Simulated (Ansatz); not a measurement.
# One shape, several levels: doublet C3H4AlF+

Wanted: a comparison of 6 runs (UHF/3-21G, UB3LYP/6-31G*, U-revPBE/cc-pVDZ, UB3LYP/cc-pVDZ, UCAM-B3LYP/cc-pVDZ, UCCSD(T)/cc-pVDZ) of doublet C3H4AlF+. 

The results are computed with Ansatz 0.2.0.

60 further runs of the same task are left out: 60 set aside as unsound or not needed.

### Step 1. The system as given

C3H4AlF+: 9 atoms, total charge +1, spin state doublet. As SMILES of the parent species, `C#[C][Al]([CH3])[F]`. The shape is that of a PBE0-D4/def2-TZVP optimisation. That shape belongs to the parent species and isn't relaxed for this state.

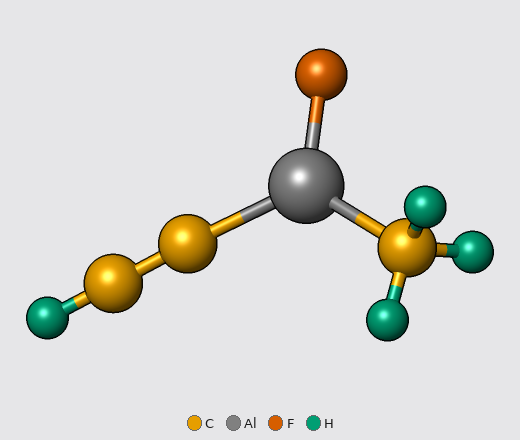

The structure, seen from a chosen angle (carbon amber, aluminium grey, fluorine orange, hydrogen teal).

### Step 2. The energy at UHF/3-21G (run 1)

File run.yaml:

```yaml
crystal:
  periodic: [false, false, false]
  atoms:
    - {symbol: C, position_ang: [0.214800, 2.769900, 0.344200]}
    - {symbol: C, position_ang: [0.305500, 1.631300, -0.055000]}
    - {symbol: Al, position_ang: [0.406600, -0.178300, -0.626600]}
    - {symbol: C, position_ang: [-0.438400, -1.662200, 0.274100]}
    - {symbol: F, position_ang: [1.286200, -0.460300, -1.993400]}
    - {symbol: H, position_ang: [0.139200, 3.776200, 0.690400]}
    - {symbol: H, position_ang: [-1.159600, -2.156900, -0.383600]}
    - {symbol: H, position_ang: [0.298900, -2.419800, 0.555700]}
    - {symbol: H, position_ang: [-0.964600, -1.346100, 1.177300]}
basis:
  gaussian:
    orbitals: 3-21G.json
hamiltonian:
  xc: hf
output: {orbitals: {seedname: orbitals}}
accuracy: high
magnetization:
  spin_polarized: true
  initial_magnetization: 1
total_charge: 1
```

The basis set 3-21G is read from a file made from the Basis Set Exchange's data (not shown).

Command:

```console
$ ansatz run run.yaml --threads 1 --pin off --max-ram 3480MiB --events-out events.jsonl --progress --plain --runs-dir runs
```

Log:

```text
Warning: RAYON_NUM_THREADS=1 ignored (pool sized by the plan → 1); use --threads N
Functional definition: HF
  name "HF"
  exchange = exact_x
  correlation = 0
1282 factors; integrals over basis functions are off by at most 2.3e-8 eV
mean field evaluation 1: about -12362.2457 eV, gradient 3.5e1 eV
mean field evaluation 2: about -12362.2489 eV, gradient 3.5e1 eV
mean field evaluation 4: about -12367.0328 eV, gradient 2.3e0 eV
mean field evaluation 8: about -12367.2333 eV, gradient 3.4e-1 eV
mean field evaluation 16: about -12367.2379 eV, gradient 2.0e-5 eV
mean field evaluation 32: about -12367.1249 eV, gradient 1.3e-1 eV
mean field evaluation 64: about -12367.0455 eV, gradient 1.7e0 eV
mean field evaluation 96: about -12365.8663 eV, gradient 2.4e0 eV
mean field evaluation 128: about -12367.2378 eV, gradient 2.4e-2 eV
mean field -12367.23791060 eV, -454.4876103996 hartree, gradient 7.1e-8 eV, S^2 0.755246; 4 other end points of the search recorded, 0 dependent functions left out
reference -12367.23791060 eV, -454.4876103996 hartree; 22, 21 occupied and 35, 36 virtual orbitals, 1282 factors
Total energy: -12367.23791060 eV, -454.4876103996 hartree
```

Wall time 2.1 s (1 thread of AMD EPYC 9R45 (Zen 5), shared host); peak memory 0.17 GiB.

### Step 3. The energy at UB3LYP/6-31G(d) (spherical functions) (run 2)

File job.yaml:

```yaml
crystal:
  periodic: [false, false, false]
  atoms:
    - {symbol: C, position_ang: [0.214800, 2.769900, 0.344200]}
    - {symbol: C, position_ang: [0.305500, 1.631300, -0.055000]}
    - {symbol: Al, position_ang: [0.406600, -0.178300, -0.626600]}
    - {symbol: C, position_ang: [-0.438400, -1.662200, 0.274100]}
    - {symbol: F, position_ang: [1.286200, -0.460300, -1.993400]}
    - {symbol: H, position_ang: [0.139200, 3.776200, 0.690400]}
    - {symbol: H, position_ang: [-1.159600, -2.156900, -0.383600]}
    - {symbol: H, position_ang: [0.298900, -2.419800, 0.555700]}
    - {symbol: H, position_ang: [-0.964600, -1.346100, 1.177300]}
basis:
  gaussian:
    orbitals: 6-31G_st_-spherical.json
total_charge: 1
magnetization:
  spin_polarized: true
  initial_magnetization: 1
hamiltonian:
  xc: {name: B3LYP}
accuracy: high
output:
  orbitals: {seedname: orbitals}
```

The basis set 6-31G* is read from a file made from the Basis Set Exchange's data (not shown).

Command:

```console
$ ansatz run job.yaml --threads 1 --pin off --max-ram 3480MiB --events-out events.jsonl --progress --plain --runs-dir runs
```

Log:

```text
Warning: RAYON_NUM_THREADS=1 ignored (pool sized by the plan → 1); use --threads N
Functional definition: B3LYP
  name "B3LYP"
  parameter a0 = 0.2
  parameter ax = 0.72
  parameter ac = 0.81
  exchange = (1 - a0 - ax)*slater_x + ax*b88_x + a0*exact_x
  correlation = (1 - ac)*vwn_rpa_c + ac*lyp_c
1814 factors; integrals over basis functions are off by at most 7.9e-9 eV
mean field evaluation 1: about -12465.6912 eV, gradient 6.0e1 eV
mean field evaluation 2: about -12397.1260 eV, gradient 1.4e2 eV
mean field evaluation 4: about -12480.0309 eV, gradient 8.0e0 eV
mean field evaluation 8: about -12480.3122 eV, gradient 9.4e-1 eV
mean field evaluation 16: about -12480.4910 eV, gradient 2.3e-3 eV
mean field evaluation 32: about -12480.4910 eV, gradient 1.3e-5 eV
mean field evaluation 64: about -12480.4074 eV, gradient 7.9e-1 eV
mean field -12480.49101326 eV, -458.6495851568 hartree, gradient 4.2e-8 eV, S^2 0.756822; 3 other end points of the search recorded, 0 dependent functions left out
reference -12480.49105589 eV, -458.6495867233 hartree; 22, 21 occupied and 60, 61 virtual orbitals, 1814 factors
Total energy: -12480.49105589 eV, -458.6495867233 hartree
```

Run time: 13 s. Hardware: 1 thread of AMD EPYC 9R45 (Zen 5), shared host; peak memory 0.4 GiB.

### Step 4. A single-point energy at U-revPBE/cc-pVDZ (run 3)

File run.yaml:

```yaml
crystal:
  periodic: [false, false, false]
  atoms:
    - symbol: C
      position_ang: [0.214800, 2.769900, 0.344200]
    - symbol: C
      position_ang: [0.305500, 1.631300, -0.055000]
    - symbol: Al
      position_ang: [0.406600, -0.178300, -0.626600]
    - symbol: C
      position_ang: [-0.438400, -1.662200, 0.274100]
    - symbol: F
      position_ang: [1.286200, -0.460300, -1.993400]
    - symbol: H
      position_ang: [0.139200, 3.776200, 0.690400]
    - symbol: H
      position_ang: [-1.159600, -2.156900, -0.383600]
    - symbol: H
      position_ang: [0.298900, -2.419800, 0.555700]
    - symbol: H
      position_ang: [-0.964600, -1.346100, 1.177300]
basis:
  gaussian:
    orbitals: cc-pVDZ
accuracy: high
output: {orbitals: {seedname: orbitals}}
magnetization:
  spin_polarized: true
  initial_magnetization: 1
total_charge: 1
hamiltonian:
  xc: {name: revPBE}
```

Command:

```console
$ ansatz run run.yaml --threads 1 --pin off --max-ram 3480MiB --events-out events.jsonl --progress --plain --runs-dir runs
```

Log:

```text
Warning: RAYON_NUM_THREADS=1 ignored (pool sized by the plan → 1); use --threads N
Functional definition: revPBE
  name "revPBE"
  parameter kappa = 1.245
  parameter beta = 0.06672455060314922
  exchange = pbe_x(kappa = kappa, mu = beta*pi^2/3)
  correlation = pbe_c(beta = beta)
2084 factors; integrals over basis functions are off by at most 7.7e-9 eV
mean field evaluation 1: about -12457.8671 eV, gradient 6.7e1 eV
mean field evaluation 2: about -12258.2371 eV, gradient 1.9e2 eV
mean field evaluation 4: about -12468.5014 eV, gradient 4.2e1 eV
mean field evaluation 8: about -12477.3172 eV, gradient 1.4e0 eV
mean field evaluation 16: about -12477.3220 eV, gradient 6.7e-5 eV
mean field evaluation 32: about -12475.0171 eV, gradient 7.6e0 eV
mean field evaluation 64: about -12477.0769 eV, gradient 1.1e-1 eV
mean field -12477.32202113 eV, -458.5331268439 hartree, gradient 1.7e-8 eV, S^2 0.753026; 6 other end points of the search recorded, 0 dependent functions left out
reference -12477.32202646 eV, -458.5331270396 hartree; 22, 21 occupied and 72, 73 virtual orbitals, 2084 factors
Total energy: -12477.32202646 eV, -458.5331270396 hartree
```

Wall time 13 s (1 thread of AMD EPYC 9R45 (Zen 5), shared host); peak memory 0.34 GiB.

Runs 4 to 5 aren't shown in full; the table further down has their settings and results.

### Step 5. A single-point energy at UCCSD(T)/cc-pVDZ (run 6)

job.yaml, as its differences from that of step 3:

```diff
@@ -13,12 +13,7 @@
 basis:
-  gaussian:
-    orbitals: 6-31G_st_-spherical.json
+  gaussian: {orbitals: cc-pVDZ}
 total_charge: 1
-magnetization:
-  spin_polarized: true
-  initial_magnetization: 1
-hamiltonian:
-  xc: {name: B3LYP}
+magnetization: {spin_polarized: true, initial_magnetization: 1}
+correlation: {method: ccsd_t, frozen_orbitals: {Al: 5, C: 1, F: 1, H: 0}}
 accuracy: high
-output:
-  orbitals: {seedname: orbitals}
+scf: {omitted_lower_state_checks: [cluster_reference, increment]}
```

Command:

```console
$ ansatz run job.yaml --threads 1 --pin off --max-ram 3480MiB --events-out events.jsonl --progress --plain --runs-dir runs
```

Log:

```text
Warning: RAYON_NUM_THREADS=1 ignored (pool sized by the plan → 1); use --threads N
[... 14 lines left out ...]
9 core orbitals not correlated: weight in the atoms' cores, before any rotation towards them, 1.000 or more for the frozen orbitals, at most 0.000 for the correlated occupied ones
[... 49 lines left out ...]
Total energy: -12452.87484053 eV, -457.6347095276 hartree
Checks for a lower state left out: cluster_reference, increment
```

Run time: 66 s. Hardware: 1 thread of AMD EPYC 9R45 (Zen 5), shared host; peak memory 1.2 GiB.

### Step 6. All runs side by side

| run | level | frozen core orbitals | energy (Eh) | HOMO energy (eV) | LUMO energy (eV) | ⟨S²⟩ | wall time |
| --- | --- | --- | --- | --- | --- | --- | --- |
| 1 | UHF/3-21G | – | -454.487610 | -16.48 | -8.53 | 0.755 | 2.1 s |
| 2 | UB3LYP/6-31G* (spherical functions) | – | -458.649587 | -13.86 | -12.57 | 0.757 | 13 s |
| 3 | U-revPBE/cc-pVDZ | – | -458.533127 | -13.26 | -13.02 | 0.753 | 13 s |
| 4 | UB3LYP/cc-pVDZ | – | -458.668427 | -13.99 | -12.68 | 0.757 | 12 s |
| 5 | UCAM-B3LYP/cc-pVDZ | – | -458.544112 | -15.10 | -11.67 | 0.761 | 18 s |
| 6 | UCCSD(T)/cc-pVDZ | 9 | -457.634710 | – | – | 0.756 | 66 s |

### Step 7. What came out

```
                                          quantity          value
                               run 6: total energy  -457.63471 Eh
run 6: correlation energy (9 core orbitals frozen)     -646.4 mEh
                             run 6: (T) correction     -17.56 mEh
          run 6: ⟨S²⟩ of the reference determinant          0.756
                              run 6: T1 diagnostic          0.031
```

**Reading.** Totals of different functionals can't be ranked against each other. All runs together took 2.1 min, the longest 66 s.
